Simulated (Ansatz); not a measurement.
Si7Ni5

Input file:

```
crystal:
  lattice:
    - [5.431, 0.0, 0.0]
    - [0.0, 5.431, 0.0]
    - [0.0, 0.0, 5.431]
  atoms:
    - { symbol: Ni, position: [0.0, 0.0, 0.0] }
    - { symbol: Ni, position: [0.0, 0.5, 0.5] }
    - { symbol: Ni, position: [0.5, 0.0, 0.5] }
    - { symbol: Ni, position: [0.5, 0.5, 0.0] }
    - { symbol: Ni, position: [0.25, 0.25, 0.25] }
    - { symbol: Si, position: [0.75, 0.75, 0.75] }
    - { symbol: Si, position: [0.25, 0.75, 0.75] }
    - { symbol: Si, position: [0.75, 0.25, 0.25] }
    - { symbol: Si, position: [0.75, 0.25, 0.75] }
    - { symbol: Si, position: [0.25, 0.75, 0.25] }
    - { symbol: Si, position: [0.75, 0.75, 0.25] }
    - { symbol: Si, position: [0.25, 0.25, 0.75] }
scf:
  occupations: { method: methfessel_paxton, width: 0.1 }
output:
  forces: true
  stress: true
  eigenvalues: true
  write_density: true
  write_potential: true
  elf: true
  volumetric_format: npy
kpoints:
  mp_grid: { grid: [8, 8, 8] }
hamiltonian:
  xc: pbesol
relax:
  f_tol: 0.01
  adjacent_minimum: "off"
  cell: { stress_tol: 0.05, fix: [shape] }
```

Command:

```sh
ansatz run input.yaml --threads 8 --pin off --max-ram 16384MiB --backend cpu --events-out ev --progress --plain --runs-dir out
```

Below, planes, directions and counts refer to the conventional cell (a = 5.35 Å, b = 5.35 Å, c = 5.35 Å, α = 90.00°, β = 90.00°, γ = 90.00°).

The fields are those of the relaxed geometry.

Space group P-43m; a generated structure, not necessarily the stable one; computed without spin polarisation.

Computed with DFT PBEsol, scalar-relativistic, plane waves, PAW in Ansatz.

Question: What will maps of the valence pseudo-density and electron localisation function show?

Answer: Si–Ni (2.30 Å): ρ is about 0.51 e/Å³ halfway; the ELF peaks at about 0.75 in the valence shell of Si, 0.9 Å from its nucleus, and is about 0.50 at the midpoint.
Si–Ni (2.34 Å): ρ is about 0.47 e/Å³ halfway; the ELF peaks at about 0.75 in the valence shell of Si, 0.9 Å from its nucleus, and is about 0.50 at the midpoint.

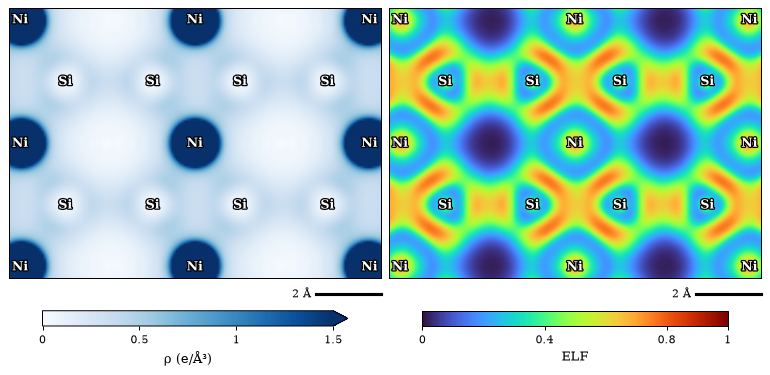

Computed valence pseudo-density and electron localisation function on the (101) plane of the conventional cell, in this order. 

The density is the valence pseudo-density of a PAW calculation; it isn't the true density close to the nuclei.
